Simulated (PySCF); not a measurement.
**SiH2F2 (SMILES F[SiH2]F) at 5 levels**

We compute a comparison of 5 runs (HF/6-31G, HF/def2-SVP, B3LYP/6-31G*, TPSS/def2-TZVP) of SiH2F2. The job is set up through a Python script.

The calculation is run with PySCF 2.14.0.

## 1. The molecule

SiH2F2 has 5 atoms, charge 0, and is taken as a singlet. As SMILES, `F[SiH2]F`. The shape is that of a PBE0-D4/def2-TZVP optimisation.

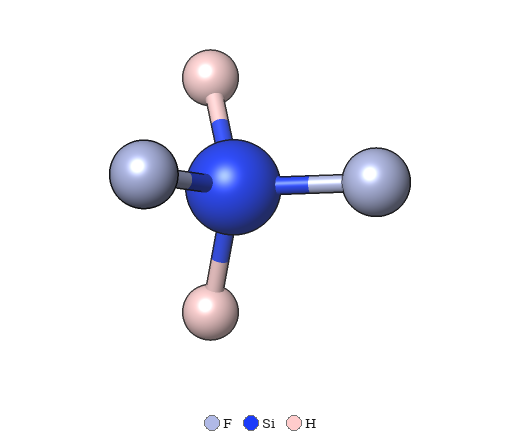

The structure, seen from a chosen angle (fluorine light blue, silicon blue, hydrogen pink).

## 2. Energy and gradient at HF/6-31G (run 1)

File calc.py:

```python
import pyscf.grad
from pyscf import gto

mol = gto.M(
    atom=[
    ('F', (-1.079010, 0.538200, 0.980720)),
    ('Si', (-0.005220, -0.000540, -0.054090)),
    ('F', (1.247630, -0.520590, 0.766910)),
    ('H', (-0.590470, -1.138740, -0.786300)),
    ('H', (0.427070, 1.121680, -0.907250)),
],
    basis='6-31g',
    max_memory=1860,
    verbose=4,
    spin=0,
)

mf = mol.RHF()
mf.conv_tol = 1e-10
mf.kernel()
if not mf.converged:
    mf = mf.newton().run(mf.mo_coeff, mf.mo_occ)

e_tot = mf.e_tot
print('Final energy', e_tot)
grad = mf.Gradients().kernel()
dip = mf.dip_moment()
pop, q = mf.mulliken_pop()
```

Launch:

```
$ OMP_NUM_THREADS=1 python calc.py
```

Standard output:

```text
PySCF version 2.14.0

[INPUT] num. atoms = 5
[INPUT] num. electrons = 34
[INPUT] charge = 0
[INPUT] spin (= nelec alpha-beta = 2S) = 0
[INPUT] symmetry False subgroup None
[INPUT] Mole.unit = angstrom
[INPUT] Symbol           X                Y                Z      unit          X                Y                Z       unit  Magmom
[INPUT]  1 F     -1.079010000000   0.538200000000   0.980720000000 AA   -2.039033385667   1.017050600241   1.853292204883 Bohr   0.0
[INPUT]  2 Si    -0.005220000000  -0.000540000000  -0.054090000000 AA   -0.009864370370  -0.001020452107  -0.102215286078 Bohr   0.0
[INPUT]  3 F      1.247630000000  -0.520590000000   0.766910000000 AA    2.357679004791  -0.983772523187   1.449249862190 Bohr   0.0
[INPUT]  4 H     -0.590470000000  -1.138740000000  -0.786300000000 AA   -1.115826584772  -2.151906727087  -1.485891651746 Bohr   0.0
[INPUT]  5 H      0.427070000000   1.121680000000  -0.907250000000 AA    0.807045336018   2.119667999402  -1.714454026512 Bohr   0.0

[... 44 lines left out ...]
converged SCF energy = -488.947395485312
Final energy -488.94739548531186
[... 11 lines left out ...]
Dipole moment(X, Y, Z, Debye): -0.26558, -0.02769, -2.75239
[... 2 lines left out ...]
pop of  0 F 2s            0.91845
pop of  0 F 3s            1.07037
pop of  0 F 2px           1.08099
pop of  0 F 2py           1.13506
pop of  0 F 2pz           1.08937
pop of  0 F 3px           0.75727
pop of  0 F 3py           0.78499
pop of  0 F 3pz           0.76081
pop of  1 Si 1s           1.99973
pop of  1 Si 2s           1.99826
pop of  1 Si 3s           0.91366
pop of  1 Si 4s           0.04613
pop of  1 Si 2px          1.99190
pop of  1 Si 2py          1.99298
pop of  1 Si 2pz          1.99217
pop of  1 Si 3px          0.34871
pop of  1 Si 3py          0.64580
pop of  1 Si 3pz          0.44643
pop of  1 Si 4px          0.00062
pop of  1 Si 4py          0.00122
pop of  1 Si 4pz          0.00797
pop of  2 F 1s            1.99780
pop of  2 F 2s            0.91845
pop of  2 F 3s            1.07037
pop of  2 F 2px           1.06105
pop of  2 F 2py           1.13601
pop of  2 F 2pz           1.10837
pop of  2 F 3px           0.74163
pop of  2 F 3py           0.78574
pop of  2 F 3pz           0.77572
pop of  3 H 1s            0.51314
pop of  3 H 2s            0.69894
pop of  4 H 1s            0.51314
pop of  4 H 2s            0.69893
 ** Mulliken atomic charges  **
charge of    0F =     -0.59514
charge of    1Si =      1.61442
charge of    2F =     -0.59514
charge of    3H =     -0.21208
charge of    4H =     -0.21207
```

Run time: 1.2 s. Hardware: 1 thread of Arm Neoverse V2, shared host; peak memory 0.12 GiB.

## 3. Energy and gradient at HF/def2-SVP (run 2)

File calc.py:

```python
from pyscf import gto, scf

molecule = gto.Mole()
molecule.atom = '''
F     -2.039033     1.017051     1.853292
Si    -0.009864    -0.001020    -0.102215
F      2.357679    -0.983773     1.449250
H     -1.115827    -2.151907    -1.485892
H      0.807045     2.119668    -1.714454
'''
molecule.unit = 'bohr'
molecule.verbose = 4
molecule.charge = 0
molecule.max_memory = 1860
molecule.spin = 0
molecule.basis = 'def2-svp'
molecule.build()

hf = scf.RHF(molecule)
hf.conv_tol = 1e-10
hf.kernel()
if not hf.converged:
    hf = hf.newton().run(hf.mo_coeff, hf.mo_occ)

e_final = hf.e_tot
print(f'total energy: {e_final:.8f} hartree')
grad = hf.nuc_grad_method().kernel()
hf.analyze()
```

Launch:

```
$ OMP_NUM_THREADS=1 python calc.py
```

Standard output:

```text
PySCF version 2.14.0

[INPUT] num. atoms = 5
[INPUT] num. electrons = 34
[INPUT] charge = 0
[INPUT] spin (= nelec alpha-beta = 2S) = 0
[INPUT] symmetry False subgroup None
[INPUT] Mole.unit = bohr
[INPUT] Symbol           X                Y                Z      unit          X                Y                Z       unit  Magmom
[INPUT]  1 F     -1.079009795914   0.538200211543   0.980719891580 AA   -2.039033000000   1.017051000000   1.853292000000 Bohr   0.0
[INPUT]  2 Si    -0.005219804009  -0.000539760755  -0.054089848614 AA   -0.009864000000  -0.001020000000  -0.102215000000 Bohr   0.0
[INPUT]  3 F      1.247629997465  -0.520590252318   0.766910072926 AA    2.357679000000  -0.983773000000   1.449250000000 Bohr   0.0
[INPUT]  4 H     -0.590470219729  -1.138740144419  -0.786300184288 AA   -1.115827000000  -2.151907000000  -1.485892000000 Bohr   0.0
[INPUT]  5 H      0.427069822187   1.121680000316  -0.907249985971 AA    0.807045000000   2.119668000000  -1.714454000000 Bohr   0.0

[... 59 lines left out ...]
Nuclear Repulsion Energy =             118.741934940629420
[... 7 lines left out ...]
MO #2   energy= -26.2945638189566  occ= 2
[... 5 lines left out ...]
MO #8   energy= -1.59006342924106  occ= 2
[... 5 lines left out ...]
MO #14  energy= -0.66902233239869  occ= 2
[... 5 lines left out ...]
MO #20  energy= 0.226891587873006  occ= 0
[... 5 lines left out ...]
MO #26  energy= 0.659050133153504  occ= 0
[... 5 lines left out ...]
MO #32  energy= 1.10795200451192   occ= 0
[... 5 lines left out ...]
MO #38  energy= 1.60013253096087   occ= 0
[... 5 lines left out ...]
MO #44  energy= 2.08135362082796   occ= 0
[... 5 lines left out ...]
MO #50  energy= 3.44535462548595   occ= 0
[... 5 lines left out ...]
MO #56  energy= 4.0049686394762    occ= 0
[... 25 lines left out ...]
pop of  1 Si 3pz          0.49582
pop of  1 Si 4px          0.01495
pop of  1 Si 4py          0.01771
pop of  1 Si 4pz          0.01529
pop of  1 Si 3dxy         0.01314
pop of  1 Si 3dyz         0.01819
pop of  1 Si 3dz^2        0.00932
pop of  1 Si 3dxz         0.01221
pop of  1 Si 3dx2-y2      0.01229
pop of  2 F 1s            1.99998
pop of  2 F 2s            1.82684
pop of  2 F 3s            0.00190
pop of  2 F 2px           1.85842
pop of  2 F 2py           1.92848
pop of  2 F 2pz           1.90112
pop of  2 F 3px           0.00107
pop of  2 F 3py           0.00173
pop of  2 F 3pz           0.00142
pop of  2 F 3dxy          0.00119
pop of  2 F 3dyz          0.00058
pop of  2 F 3dz^2         0.00076
pop of  2 F 3dxz          0.00193
pop of  2 F 3dx2-y2       0.00120
pop of  3 H 1s            1.14938
pop of  3 H 2s            0.00352
pop of  3 H 2px           0.00114
pop of  3 H 2py           0.00409
pop of  3 H 2pz           0.00139
pop of  4 H 1s            1.14938
pop of  4 H 2s            0.00352
pop of  4 H 2px           0.00071
pop of  4 H 2py           0.00399
pop of  4 H 2pz           0.00192
 ** Mulliken atomic charges  **
charge of    0F =     -0.52664
charge of    1Si =      1.37231
charge of    2F =     -0.52664
charge of    3H =     -0.15952
charge of    4H =     -0.15952
Dipole moment(X, Y, Z, Debye): -0.17268, -0.01799, -1.78945
```

Wall time 1.4 s (1 thread of Arm Neoverse V2, shared host); peak memory 0.13 GiB.

Runs 3 to 4 aren't shown in full; the table further down has their settings and results.

## 4. Energy and gradient at TPSS/def2-TZVP (run 5)

File input.xyz:

```xyz
5
F2H2Si
F     -1.079010     0.538200     0.980720
Si    -0.005220    -0.000540    -0.054090
F      1.247630    -0.520590     0.766910
H     -0.590470    -1.138740    -0.786300
H      0.427070     1.121680    -0.907250
```

File job.py:

```python
import pyscf.grad
from pyscf import gto, dft

mol = gto.Mole()
mol.atom = 'input.xyz'
mol.max_memory = 1860
mol.basis = 'def2-tzvp'
mol.verbose = 4
mol.build()

calc0 = dft.RKS(mol, xc='tpss')
calc0.grids.level = 5
calc0.conv_tol = 1e-10
calc0.kernel()
if not calc0.converged:
    calc0 = calc0.newton().run(calc0.mo_coeff, calc0.mo_occ)

etot = calc0.e_tot
print(f'total energy: {etot:.8f} hartree')
grad = calc0.Gradients().kernel()
calc0.analyze()
```

Launch:

```
$ OMP_NUM_THREADS=1 python job.py
```

Standard output:

```text
PySCF version 2.14.0

[INPUT] num. atoms = 5
[INPUT] num. electrons = 34
[INPUT] charge = 0
[INPUT] spin (= nelec alpha-beta = 2S) = 0
[INPUT] symmetry False subgroup None
[INPUT] Mole.unit = angstrom
[INPUT] Symbol           X                Y                Z      unit          X                Y                Z       unit  Magmom
[INPUT]  1 F     -1.079010000000   0.538200000000   0.980720000000 AA   -2.039033385667   1.017050600241   1.853292204883 Bohr   0.0
[INPUT]  2 Si    -0.005220000000  -0.000540000000  -0.054090000000 AA   -0.009864370370  -0.001020452107  -0.102215286078 Bohr   0.0
[INPUT]  3 F      1.247630000000  -0.520590000000   0.766910000000 AA    2.357679004791  -0.983772523187   1.449249862190 Bohr   0.0
[INPUT]  4 H     -0.590470000000  -1.138740000000  -0.786300000000 AA   -1.115826584772  -2.151906727087  -1.485891651746 Bohr   0.0
[INPUT]  5 H      0.427070000000   1.121680000000  -0.907250000000 AA    0.807045336018   2.119667999402  -1.714454026512 Bohr   0.0

[... 84 lines left out ...]
MO #1   energy= -65.7380628905896  occ= 2
[... 10 lines left out ...]
MO #12  energy= -0.433883423082891 occ= 2
[... 10 lines left out ...]
MO #23  energy= 0.138470393915907  occ= 0
[... 10 lines left out ...]
MO #34  energy= 0.590317915847002  occ= 0
[... 10 lines left out ...]
MO #45  energy= 0.969031039583211  occ= 0
[... 10 lines left out ...]
MO #56  energy= 1.77022940024158   occ= 0
[... 10 lines left out ...]
MO #67  energy= 2.45209502268469   occ= 0
[... 10 lines left out ...]
MO #78  energy= 3.56162349903246   occ= 0
[... 10 lines left out ...]
MO #89  energy= 6.84542698395397   occ= 0
[... 10 lines left out ...]
MO #100 energy= 8.21099741347316   occ= 0
[... 10 lines left out ...]
MO #111 energy= 56.7809601828765   occ= 0
[... 80 lines left out ...]
pop of  2 F 3pz           0.00112
pop of  2 F 4px           0.00100
pop of  2 F 4py           0.00035
pop of  2 F 4pz           0.00051
pop of  2 F 3dxy          0.00198
pop of  2 F 3dyz          0.00101
pop of  2 F 3dz^2         0.00136
pop of  2 F 3dxz          0.00302
pop of  2 F 3dx2-y2       0.00198
pop of  2 F 4dxy          0.00034
pop of  2 F 4dyz          0.00018
pop of  2 F 4dz^2         0.00022
pop of  2 F 4dxz          0.00054
pop of  2 F 4dx2-y2       0.00034
pop of  2 F 4f-3          0.00006
pop of  2 F 4f-2          0.00007
pop of  2 F 4f-1          0.00001
pop of  2 F 4f+0          0.00004
pop of  2 F 4f+1          0.00006
pop of  2 F 4f+2          0.00007
pop of  2 F 4f+3          0.00004
pop of  3 H 1s            1.12023
pop of  3 H 2s            0.00567
pop of  3 H 3s            0.00127
pop of  3 H 2px           0.00117
pop of  3 H 2py           0.00368
pop of  3 H 2pz           0.00118
pop of  4 H 1s            1.12023
pop of  4 H 2s            0.00567
pop of  4 H 3s            0.00127
pop of  4 H 2px           0.00080
pop of  4 H 2py           0.00360
pop of  4 H 2pz           0.00163
 ** Mulliken atomic charges  **
charge of    0F =     -0.48113
charge of    1Si =      1.22868
charge of    2F =     -0.48114
charge of    3H =     -0.13321
charge of    4H =     -0.13321
Dipole moment(X, Y, Z, Debye): -0.12892, -0.01343, -1.33589
```

It took 44 s on 1 thread of Arm Neoverse V2, shared host; peak memory 1.1 GiB.

## 5. Overview of the runs

```
run                               level  integration grid  Cartesian functions  energy (Eh)  dipole moment (D)  HOMO energy (eV)  LUMO energy (eV)  wall time
  1                            HF/6-31G                 –                   no  -488.947395               2.77            -13.92              3.69      1.2 s
  2                         HF/def2-SVP                 –                   no  -488.837663               1.80            -13.64              4.45      1.4 s
  3  B3LYP/6-31G* (spherical functions)                 5                   no  -490.484847               1.41             -9.46              0.67      7.2 s
  4  B3LYP/6-31G* (Cartesian functions)                 5                  yes  -490.489313               1.42             -9.46              0.60      7.5 s
  5                      TPSS/def2-TZVP                 5                   no  -490.642585               1.34             -8.63             -0.32       44 s
```

## 6. What came out

| quantity | value |
| --- | --- |
| run 5: total energy | -490.64259 Eh |
| run 5: dipole moment | 1.34 D |
| run 5: HOMO energy | -8.63 eV |
| run 5: LUMO energy | -0.32 eV |
| run 5: HOMO–LUMO gap | 8.31 eV |
| run 5: largest force on an atom | 0.540 eV/Å |

In words: The dipole moment (its size) runs from 1.34 D (TPSS/def2-TZVP) to 2.77 D (HF/6-31G). The two ends differ in method and basis. The HOMO–LUMO gap runs from 8.31 eV (TPSS/def2-TZVP) to 18.08 eV (HF/def2-SVP). Totals of different functionals can't be ranked against each other. All runs together took 61 s, the longest 44 s.
